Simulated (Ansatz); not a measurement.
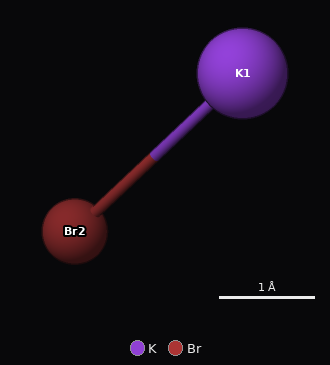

Fig. 1: The structure (ball-and-stick view, seen at an oblique angle; atoms are numbered from 1 in the order of the input). Sticks mark near contacts. Bond lengths as drawn: Br–K 2.85 Å.

Run report: KBr, single-point calculation

System: KBr.
Method: RKS PBE0-D4/def2-TZVPPD (Ansatz 0.2.0).

The geometry is a complex of two molecules. The geometry comes from this level: PBE0-D4/def2-TZVP.

Input
```yaml
crystal:
  periodic: [false, false, false]
  atoms:
    - {symbol: K, position_ang: [0.000000, 0.000000, -1.423976]}
    - {symbol: Br, position_ang: [-0.000000, -0.000000, 1.423976]}
basis:
  gaussian: {orbitals: "def2-TZVPPD.json"}
hamiltonian: {xc: pbe0, dispersion: d4}
output: {orbitals: {seedname: orbitals}}
```

Run on 2 threads of Intel Xeon, 15 GiB of memory available, shared host.

Launched with:
```bash
ansatz run in.yaml --threads 2 --pin off --events-out ev --progress --plain --max-ram 5222MiB
```

The program's output
```
Functional definition: PBE0
  name "PBE0"
  cite "Adamo & Barone, J. Chem. Phys. 110, 6158 (1999) doi:10.1063/1.478522"
  cite "Perdew, Burke & Ernzerhof, Phys. Rev. Lett. 77, 3865 (1996) doi:10.1103/PhysRevLett.77.3865"
  parent pbe
  parameter a = 0.25
  parameter kappa = 0.804
  parameter beta = 0.06672455060314922
  exchange = (1 - a)*pbe_x(kappa = kappa, mu = beta*pi^2/3) + a*exact_x
  correlation = pbe_c(beta = beta)
847 factors; their error is unknown
mean field evaluation 1: about -86358.9788 eV, gradient 1.8e1 eV
mean field evaluation 2: about -86358.8192 eV, gradient 2.4e1 eV
mean field evaluation 4: about -86360.2316 eV, gradient 3.0e-1 eV
mean field evaluation 8: about -86360.6402 eV, gradient 7.2e-2 eV
mean field -86360.64017904 eV, -3173.6949892353 hartree, gradient 1.9e-5 eV, S^2 0.000000; 0 other end points of the search recorded, 0 dependent functions left out
reference -86360.64021446 eV, -3173.6949905371 hartree; 27, 27 occupied and 66, 66 virtual orbitals, 847 factors
Total energy: -86360.65925961 eV, -3173.6956904335 hartree
```

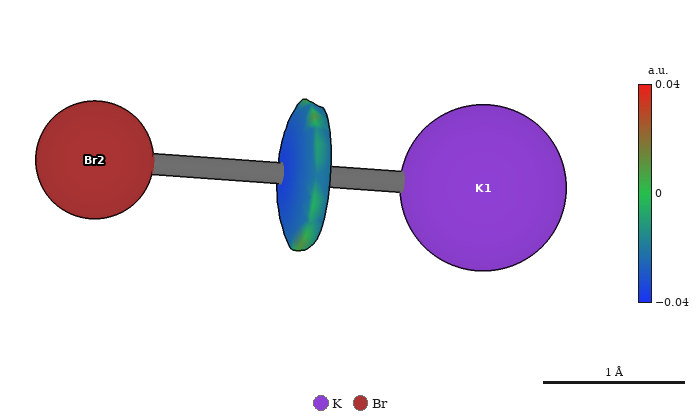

Fig. 2: Non-covalent interaction (NCI) plot: the surface where the reduced density gradient is 0.5, for densities under 0.05 a.u., coloured by sign(λ₂)ρ; seen from the side.

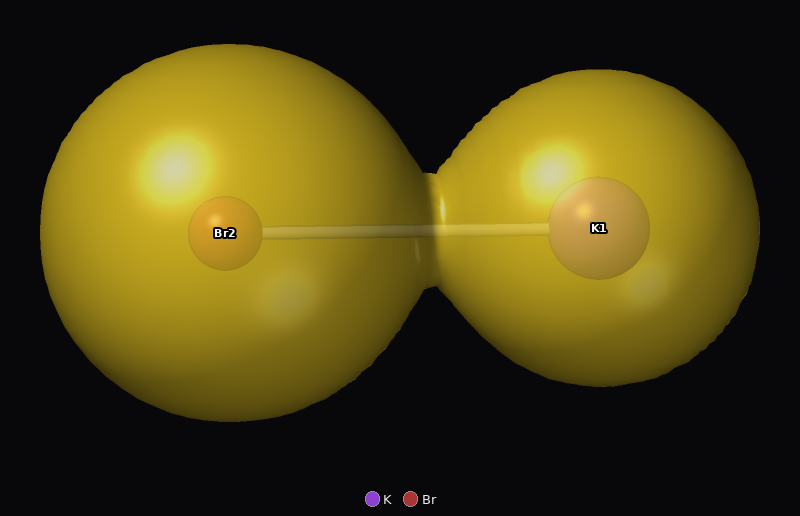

Fig. 3: Isosurface of the electron density at 0.15 e/Å³ (yellow), seen from the side. At this value the surface is in one piece. On the grid the lowest density along these lines, outside the cores, is 0.19 e/Å³ (K–Br, 2.85 Å).

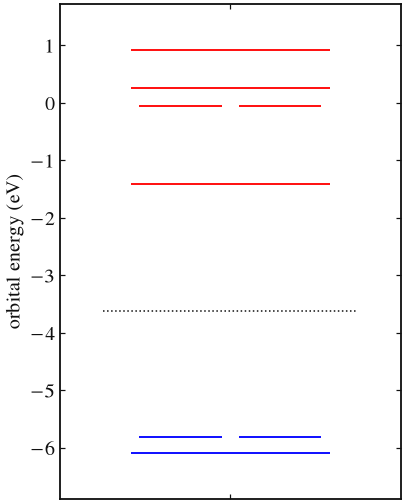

Fig. 4: Orbital energies near the frontier; the dotted line parts filled from empty levels, and levels within 0.02 eV of each other stand side by side. Highest filled −5.82 eV, lowest empty −1.42 eV, 4.40 eV apart.

Results in brief

```json
{"quantity": "outcome", "value": "converged"}
{"quantity": "total energy", "value": "−86360.6593 eV"}
{"quantity": "mean-field energy", "value": "−86360.6402 eV"}
{"quantity": "dispersion energy", "value": "−0.0190 eV"}
{"quantity": "SCF solution under orbital rotations", "value": "stable"}
{"quantity": "HOMO", "value": "−5.82 eV"}
{"quantity": "LUMO", "value": "−1.42 eV"}
{"quantity": "wall time", "value": "1.3 s (CPU time 2.4 s)"}
{"quantity": "peak memory", "value": "0.19 GiB"}
```
